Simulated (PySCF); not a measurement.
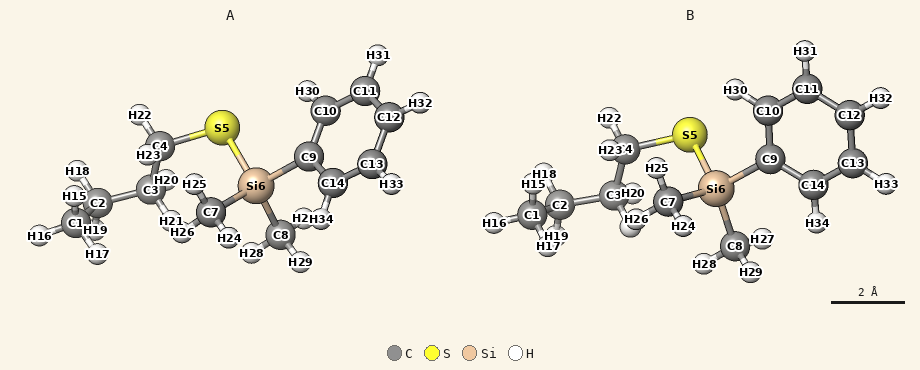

Two geometries of C12H20SSi, drawn at one scale. One is the start of a relaxation, the other its converged end. The picture is a ball-and-stick view, seen at a tilt.

Method: PBE0-D3(BJ)/def2-SVP geometry optimisation, gas phase in PySCF. 

Q: Which of the two is the end point?

A: Structure B is the relaxed one. The start comes from GFN2-xTB. Its atoms were then displaced at random by about 0.01 Å. Over 15 geometry steps the energy falls by 6.71 kcal/mol. The largest moves after the best rigid fit, 1.70 Å, are those of H33 and H34. By element the largest moves are H 1.70 Å, C 0.97 Å, S 0.35 Å, Si 0.11 Å. Near-neighbour distances that change, for instance: C4–S5 1.790 → 1.829 Å, C1–H15 1.064 → 1.101 Å, C3–C4 1.551 → 1.520 Å, Si6–C7 1.909 → 1.880 Å. Among the angles between lasting bonds that change: C2–C1–H16 107.1° → 111.4°, H15–C1–H17 111.5° → 107.4°, C12–C13–H33 117.1° → 120.1°. Groups turn about Si6–C9 by about 55°. Cost: 8.8 min on 2 threads of AMD EPYC 7R13 Processor, with other jobs on the host.
